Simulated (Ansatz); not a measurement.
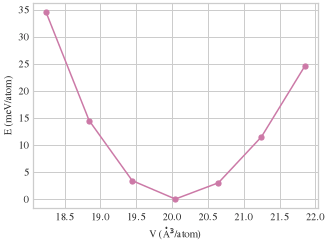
GeS₂ (fluorite, Fm-3m) under volume change, the program Ansatz at the PBE level (PAW), scaled uniformly.

Task: What does a third-order Birch–Murnaghan fit give for V₀, B₀ and B′?

Result: V₀ = 20.05 Å³/atom, B₀ = 56.9 GPa, B′ = 4.7.

A made-up cell: these elements were put on the sites of a structure type; neither database checked (COD, Materials Project) lists it. COD files the formula under space group No. 14, 43, 82, 122, 217, so this cell is another polymorph or a model. Its standing as an ambient phase is unchecked. The PBE relaxation kept the symmetry of its start; whether a distortion lowers the energy is not shown.

Potentials: the later of the program's two PAW sets.
